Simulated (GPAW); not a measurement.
# The basis that the transmission of a carbon nanotube (3, 3); one C replaced by B needs, part 2 of 2

Aim: T(E), conductance and thermopower of a carbon nanotube (3, 3); one C replaced by B, and what cheaper settings cost in accuracy.

GPAW 26.7.0; GPAW LCAO, PAW setups; Landauer transmission from Green's functions with principal layers (ASE), zero bias.

So far, transmission at the Fermi level (one spin): step 2 (GPAW, szp) 1.90; step 3 (basis sz(dzp)) 1.89.

### Step 4. LDA in the szp basis: xc = "LDA"

Back in the szp basis, the functional changes from PBE to LDA, to set the spread between functionals beside that between bases.

The input, run.py:

```python
import json
import numpy as np
from ase import Atoms
from ase.transport.calculators import TransportCalculator
from gpaw import GPAW, FermiDirac
from gpaw.lcao.tools import get_lcao_hamiltonian
from scipy.linalg import eigh

# The junction with lead layers at both ends, along the third cell vector
device = Atoms(
    ['C', 'C', 'C', 'C', 'C', 'C', 'C', 'C', 'C', 'C', 'C', 'C', 'C', 'C', 'C', 'C', 'C', 'C', 'C', 'C', 'C', 'C', 'C', 'C', 'C', 'C', 'C', 'C', 'C', 'C', 'C', 'C', 'C', 'C', 'C', 'C', 'C', 'C', 'C', 'C', 'C', 'C', 'C', 'C', 'C', 'C', 'C', 'C', 'C', 'C', 'C', 'C', 'C', 'C', 'C', 'C', 'C', 'C', 'C', 'C', 'C', 'C', 'C', 'C', 'C', 'C', 'B', 'C', 'C', 'C', 'C', 'C', 'C', 'C', 'C', 'C', 'C', 'C', 'C', 'C', 'C', 'C', 'C', 'C', 'C', 'C', 'C', 'C', 'C', 'C', 'C', 'C', 'C', 'C', 'C', 'C', 'C', 'C', 'C', 'C', 'C', 'C', 'C', 'C', 'C', 'C', 'C', 'C', 'C', 'C', 'C', 'C', 'C', 'C', 'C', 'C', 'C', 'C', 'C', 'C', 'C', 'C', 'C', 'C', 'C', 'C', 'C', 'C', 'C', 'C', 'C', 'C', 'C', 'C', 'C', 'C', 'C', 'C', 'C', 'C', 'C', 'C', 'C', 'C'],
    positions=[
        [4.12267, 6.72967, 0.61488],
        [5.01700, 7.79550, 0.61488],
        [5.01700, 4.27250, 0.61488],
        [6.38720, 4.03090, 0.61488],
        [7.59213, 7.34143, 0.61488],
        [8.06800, 6.03400, 0.61488],
        [4.00000, 6.03400, 1.84463],
        [4.47587, 4.72657, 1.84463],
        [5.68080, 8.03710, 1.84463],
        [7.05100, 7.79550, 1.84463],
        [7.05100, 4.27250, 1.84463],
        [7.94534, 5.33833, 1.84463],
        [4.12267, 6.72967, 3.07439],
        [5.01700, 7.79550, 3.07439],
        [5.01700, 4.27250, 3.07439],
        [6.38720, 4.03090, 3.07439],
        [7.59213, 7.34143, 3.07439],
        [8.06800, 6.03400, 3.07439],
        [4.00000, 6.03400, 4.30415],
        [4.47587, 4.72657, 4.30415],
        [5.68080, 8.03710, 4.30415],
        [7.05100, 7.79550, 4.30415],
        [7.05100, 4.27250, 4.30415],
        [7.94534, 5.33833, 4.30415],
        [4.12267, 6.72967, 5.53390],
        [5.01700, 7.79550, 5.53390],
        [5.01700, 4.27250, 5.53390],
        [6.38720, 4.03090, 5.53390],
        [7.59213, 7.34143, 5.53390],
        [8.06800, 6.03400, 5.53390],
[... 108 atom lines left out ...]
        [4.00000, 6.03400, 28.89927],
        [4.47587, 4.72657, 28.89927],
        [5.68080, 8.03710, 28.89927],
        [7.05100, 7.79550, 28.89927],
        [7.05100, 4.27250, 28.89927],
        [7.94534, 5.33833, 28.89927]],
    cell=[[12.068, 0.0, 0.0], [0.0, 12.068, 0.0], [0.0, 0.0, 29.51415]],
    pbc=True)

# One principal layer of the lead: the first 36 atoms of the device
lead = Atoms(
    ['C', 'C', 'C', 'C', 'C', 'C', 'C', 'C', 'C', 'C', 'C', 'C', 'C', 'C', 'C', 'C', 'C', 'C', 'C', 'C', 'C', 'C', 'C', 'C', 'C', 'C', 'C', 'C', 'C', 'C', 'C', 'C', 'C', 'C', 'C', 'C'],
    positions=[
        [4.12267, 6.72967, 0.61488],
        [5.01700, 7.79550, 0.61488],
        [5.01700, 4.27250, 0.61488],
        [6.38720, 4.03090, 0.61488],
        [7.59213, 7.34143, 0.61488],
        [8.06800, 6.03400, 0.61488],
        [4.00000, 6.03400, 1.84463],
        [4.47587, 4.72657, 1.84463],
        [5.68080, 8.03710, 1.84463],
        [7.05100, 7.79550, 1.84463],
        [7.05100, 4.27250, 1.84463],
        [7.94534, 5.33833, 1.84463],
        [4.12267, 6.72967, 3.07439],
        [5.01700, 7.79550, 3.07439],
        [5.01700, 4.27250, 3.07439],
        [6.38720, 4.03090, 3.07439],
        [7.59213, 7.34143, 3.07439],
        [8.06800, 6.03400, 3.07439],
        [4.00000, 6.03400, 4.30415],
        [4.47587, 4.72657, 4.30415],
        [5.68080, 8.03710, 4.30415],
        [7.05100, 7.79550, 4.30415],
        [7.05100, 4.27250, 4.30415],
        [7.94534, 5.33833, 4.30415],
        [4.12267, 6.72967, 5.53390],
        [5.01700, 7.79550, 5.53390],
        [5.01700, 4.27250, 5.53390],
        [6.38720, 4.03090, 5.53390],
        [7.59213, 7.34143, 5.53390],
        [8.06800, 6.03400, 5.53390],
        [4.00000, 6.03400, 6.76366],
        [4.47587, 4.72657, 6.76366],
        [5.68080, 8.03710, 6.76366],
        [7.05100, 7.79550, 6.76366],
        [7.05100, 4.27250, 6.76366],
        [7.94534, 5.33833, 6.76366]],
    cell=[[12.068, 0.0, 0.0], [0.0, 12.068, 0.0], [0.0, 0.0, 7.37854]],
    pbc=True)

settings = dict(mode='lcao', basis='szp(dzp)', xc='LDA', h=0.2,
                occupations=FermiDirac(0.1), maxiter=250,
                mixer=dict(beta=0.1, nmaxold=8, weight=100.0),
                convergence=dict(density=0.0001))
energies = np.arange(-3, 3 + 1e-9, 0.075)
eta = 0.0001
n1, n2 = 1, 1
# k and -k transmit alike, so half of the mesh across the current serves
mesh = [(i, j) for i in range(n1) for j in range(n2) if (i, j) <= (-i % n1, -j % n2)]
weights = np.array([1 if (i, j) == (-i % n1, -j % n2) else 2 for i, j in mesh]) / (n1 * n2)


def ground_state(atoms, size, txt):
    atoms.calc = GPAW(kpts={'size': size, 'gamma': True}, symmetry={'tolerance': 1e-3}, txt=txt, **settings)
    atoms.get_potential_energy()
    return atoms.calc.get_fermi_level()


def blocks(atoms, fermi, points, nz, cells):
    """H - E_F S and S between cell 0 and the cells above it, at each point across the current."""
    kz = np.arange(nz) / nz
    calc = atoms.calc.fixed_density(kpts=[(*k, z) for k in points for z in kz], symmetry='off', txt=None)
    H, S = get_lcao_hamiltonian(calc)
    H = (H - fermi * S).reshape(len(H), len(points), nz, *S.shape[1:])
    S = S.reshape(H.shape[1:])
    phases = [np.exp(-2j * np.pi * kz * R) / nz for R in cells]
    return [(np.einsum('skzij,z->ksij', H, p), np.einsum('kzij,z->kij', S, p)) for p in phases]


def pair(a, b):
    return np.block([[a, b], [b.T.conj(), a]])


def count_channels(h, s, cells, nk=240):
    """Half the number of times that the lead's bands cross each energy, unfolded to its shortest repeat."""
    b = len(h) // cells
    bands = []
    for k in (np.arange(nk + 1) + 0.5) / nk:
        hk, sk = h[:b, :b].copy(), s[:b, :b].copy()
        for R in range(1, cells):
            phase, block = np.exp(2j * np.pi * k * R), slice(R * b, (R + 1) * b)
            hk += h[:b, block] * phase + (h[:b, block] * phase).T.conj()
            sk += s[:b, block] * phase + (s[:b, block] * phase).T.conj()
        w, u = eigh(sk)
        x = u[:, w > 1e-5] / w[w > 1e-5]**0.5  # drop near-dependent combinations
        bands.append(np.r_[eigh(x.T.conj() @ hk @ x, eigvals_only=True), [1e9] * (w <= 1e-5).sum()])
    below = np.array(bands)[:, :, None] < energies
    return (below[1:] != below[:-1]).sum((0, 1)) / 2


fermi_lead = ground_state(lead, (1, 1, 15), 'lead.txt')
fermi_device = ground_state(device, (1, 1, 3), 'device.txt')
T, channels, eigen, tail, misfit, shifts = [], [], [], 0.0, 0.0, []
for first in range(0, len(mesh), 5):
    points = [(i / n1, j / n2) for i, j in mesh[first:first + 5]]
    (H0k, S0k), (H1k, S1k), (H2k, _) = blocks(lead, fermi_lead, points, 5, range(3))
    [(Hk, Sk)] = blocks(device, fermi_device, points, 2, [0])
    tail = max(tail, abs(H2k).max())
    for H0, S0, H1, S1, H, S in zip(H0k, S0k, H1k, S1k, Hk, Sk):
        n = len(S0)
        # Shift the lead onto the potential of the device's first layer
        shift = ((H[:, 0, 0] - H0[:, 0, 0]) / S0[0, 0]).real.mean()
        shifts.append(shift)
        misfit = max(misfit, abs(H[:, :n, :n] - H0 - shift * S0).max())
        Tk, Ck, Ek = [], [], []
        for s in range(len(H)):
            t = s % len(H0)  # a lead without moments serves both spins
            h1, s1 = pair(H0[t] + shift * S0, H1[t] + shift * S1), pair(S0, S1)
            leads = dict(h1=h1, s1=s1, energies=energies, eta=eta, eta1=eta, eta2=eta)
            calc = TransportCalculator(h=H[s], s=S, eigenchannels=3, **leads)
            Tk.append(calc.get_transmission())
            Ek.append(np.sort(calc.eigenchannels_ne, axis=0)[::-1])
            Ck.append(count_channels(h1, s1, 6))
        T.append(Tk)
        channels.append(Ck)
        eigen.append(Ek)
T, channels = np.array(T), np.array(channels)
mean, open_channels = np.einsum('kse,k->se', T, weights), np.einsum('kse,k->se', channels, weights)

print(f'basis functions: device {len(S)}, principal layer {n}')
print(f'Fermi level: lead {fermi_lead:.4f} eV, device {fermi_device:.4f} eV; lead shifted by {np.mean(shifts):.4f} eV')
print(f'largest coupling past the next layer {tail:.2e} eV, largest misfit of the first layer {misfit:.3f} eV')
print('  E-E_F (eV)   ' + 'T (one spin)  channels')
for e, t, c in zip(energies, mean.T, open_channels.T):
    print(f'{e:10.3f}  ', *[f'{x:11.4e}' for x in t], *[f'{x:9.4f}' for x in c])

kT = 8.617333e-5 * 300
fine = np.linspace(energies[0], energies[-1], 4001)
both = np.exp(np.interp(fine, energies, np.log(np.maximum(mean.sum(0) * 2 / len(mean), 1e-30))))
fermi = lambda mu: 1 / (1 + np.exp(np.clip((fine - mu) / kT, -200, 200)))
slope = fermi(0) * (1 - fermi(0)) / kT
G = np.trapezoid(both * slope, fine) / 2
seebeck = -np.trapezoid(both * slope * fine, fine) / (2 * G * 300) * 1e6
print(f'conductance at 300 K: {G:.5g} G0 a cell; thermopower {seebeck:.4g} uV/K')
bias = [0.1, 0.2, 0.5, 1.0, 1.5, 2.0]
current = [38.74 * np.trapezoid(both * (fermi(V / 2) - fermi(-V / 2)), fine) for V in bias]
for V, I in zip(bias, current):
    print(f'current from the zero-bias T(E) at {V} V: {I:.5g} uA')
zero = abs(energies).argmin()
json.dump(dict(energies=energies.tolist(), T=mean.tolist(), channels=open_channels.tolist(), G=G, seebeck=seebeck,
               bias=bias, current=current, tail=tail, misfit=misfit, shift=np.mean(shifts), n_device=len(S), n_lead=n,
               fermi=[fermi_lead, fermi_device], energy=device.get_potential_energy(),
               moments=device.get_magnetic_moments().tolist(), mesh=mesh, weights=weights.tolist(),
               T_k=T[:, :, zero].tolist(), eigen=np.array(eigen[0]).tolist()), open('result.json', 'w'))
```

Run with:

```sh
OMP_NUM_THREADS=1 OPENBLAS_NUM_THREADS=1 python run.py
```

Output:

```text
basis functions: device 1296, principal layer 324
Fermi level: lead -2.8118 eV, device -2.8834 eV; lead shifted by 0.0074 eV
largest coupling past the next layer 5.56e-15 eV, largest misfit of the first layer 0.031 eV
  E-E_F (eV)   T (one spin)  [channel counts left out]
    -3.000    4.3226e+00
    -2.925    4.3660e+00
    -2.850    4.3948e+00
[...]
2.925    4.5470e+00
     3.000    4.5534e+00
conductance at 300 K: 1.8968 G0 a cell; thermopower -0.8358 uV/K
current from the zero-bias T(E) at 0.1 V: 14.689 uA
current from the zero-bias T(E) at 0.2 V: 29.343 uA
current from the zero-bias T(E) at 0.5 V: 73.037 uA
current from the zero-bias T(E) at 1.0 V: 144.21 uA
current from the zero-bias T(E) at 1.5 V: 211.63 uA
current from the zero-bias T(E) at 2.0 V: 293.74 uA
```

It took 22 min on 1 thread of Arm Neoverse V1, shared host; peak memory 2.4 GiB.

Numbers from this step:

```
conductance                                    : 1.897 G₀
largest coupling past the next principal layer : 5.56e-15 eV
largest misfit of the first principal layer    : 0.03076 eV
shift that aligns the lead                     : 0.007363 eV
basis functions of the junction                : 1296
basis functions of a principal layer           : 324
transmission at the Fermi level (one spin)     : 1.902
```

One spin. The transmission, zone mean by energy, zero at the Fermi level:

```tsv
energy (eV)	transmission, zone mean
-3.000	4.32
-2.475	4.29
-2.025	0.886
-1.500	0.886
-0.975	1.08
-0.525	1.62
0.000	1.90
0.525	1.95
0.975	4.07
1.125	4.66
1.500	4.06
2.025	4.38
2.475	4.49
3.000	4.55
```

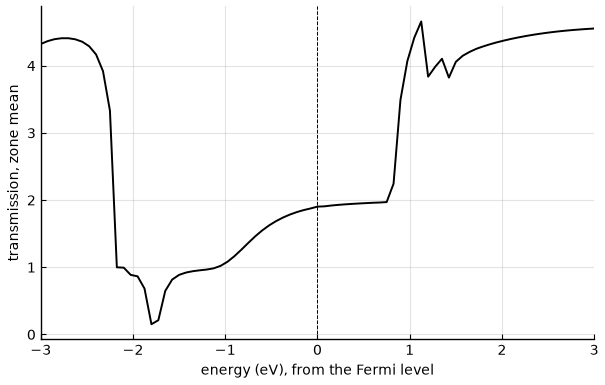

Transmission, zone mean against energy.

The conductance equals that of the szp run to 0.2 %.

### Step 5. All levels side by side

Times are for 1 thread of Arm Neoverse V1, shared host. The runs compared:

```tsv
no.	run	conductance (G₀)	time	memory (GiB)
1	szp	1.895	22 min	2.4
2	sz	1.889	3.8 min	1.8
3	szp LDA	1.897	22 min	2.4
```

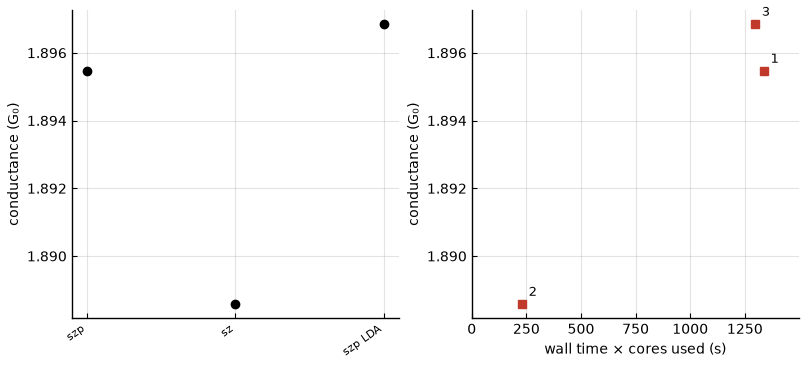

The series as plots; the last panel sets the first result against cost, with the runs numbered as in the table.

### Step 6. Comparison

The curves are compared point by point over the common energies.

This step: comparison of transmission and cost over codes and levels (GPAW 26.7.0).

Ladder, by row:

```tsv
step	code	T at the Fermi level (sum over the listed spins)	conductance (G0)	r.m.s. T(E) from the first	wall time (s)	peak memory (GiB)	threads
szp	GPAW	1.9	1.895	0	1336	2.38	1
sz	GPAW	1.894	1.889	0.6185	228.8	1.75	1
szp-LDA	GPAW	1.902	1.897	0.08256	1296	2.38	1
```

Table of transmission, zone mean, sum over the listed spins by energy, zero at the Fermi level:

```tsv
energy (eV)	szp	sz	szp-LDA
-3.000	4.34	4.33	4.32
-2.475	4.25	4.16	4.29
-2.025	0.899	0.858	0.886
-1.500	0.899	0.841	0.886
-0.975	1.09	1.14	1.08
-0.525	1.63	1.63	1.62
0.000	1.90	1.89	1.90
0.525	1.95	1.95	1.95
0.975	4.13	1.97	4.07
1.125	4.68	1.99	4.66
1.500	4.03	3.59	4.06
2.025	4.37	4.18	4.38
2.475	4.48	4.37	4.49
3.000	4.55	4.49	4.55
```

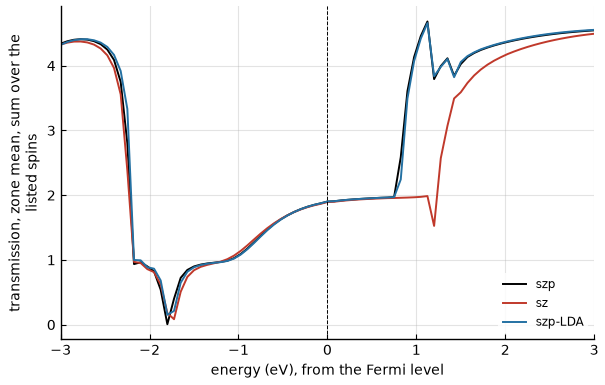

Transmission, zone mean, sum over the listed spins, plotted against energy.

### Step 7. Other settings

One more run, with changed settings.

This step: GPAW LCAO, PAW setups; Landauer transmission from Green's functions with principal layers (ASE), zero bias (GPAW 26.7.0).

Changes to run.py since step 4:

```diff
@@ -95,4 +95,4 @@
 
-settings = dict(mode='lcao', basis='szp(dzp)', xc='LDA', h=0.2,
-                occupations=FermiDirac(0.1), maxiter=250,
+settings = dict(mode='lcao', basis='szp(dzp)', xc='PBE0', h=0.2,
+                occupations=FermiDirac(0.1), maxiter=75,
                 mixer=dict(beta=0.1, nmaxold=8, weight=100.0),
```

Output:

```text
gpaw.dft.LegacyGPAWError
```

The job ended after 1.1 s (1 thread; peak memory 0.2 GiB).

The program refused the input before any cycle.

The fault put into the input: an unknown or unserved functional (xc = "PBE0").

### Step 8. Summary of results

| Quantity | Value |
| --- | --- |
| conductance | 1.90 G₀ |
| transmission at the Fermi level, mean of the spins | 1.90 |
| thermopower | about 0 (under 1.5 μV/K) |

What this shows: In the szp basis the junction conducts 1.90 G₀ at 300 K, with T = 1.90 a spin at the Fermi level; the sz basis reaches that conductance within 10 %. At the Fermi level two eigenchannels carry the current (0.99 and 0.91). Measured against the first run (szp), the nearest curve is that of szp-LDA (r.m.s. 0.083) and the farthest that of sz (0.62). Over the compared runs wall time goes from 229 s (sz) to 1336 s (szp), on a shared host. The geometry was built from estimated bond lengths and not relaxed, so the numbers describe this model structure. The run had no spin polarisation, so a magnetic state, which chains and small molecules with open shells often have, wasn't tested. The currents use the zero-bias T(E) throughout, which holds only while the bias is small against the distance to the nearest feature. The energy step is wider than the thermal energy, so the conductance and thermopower rest on interpolation of T(E).

[Logs are printed without paths, hosts, clocks, repeated set-up lines and the standing remarks that a program may print on its own settings, such as how far it seeks lower states.]

[Hosts, paths, dates, database ids (printed as entryN), source tags and the programs' standing remarks are cut or masked in the printed files.]
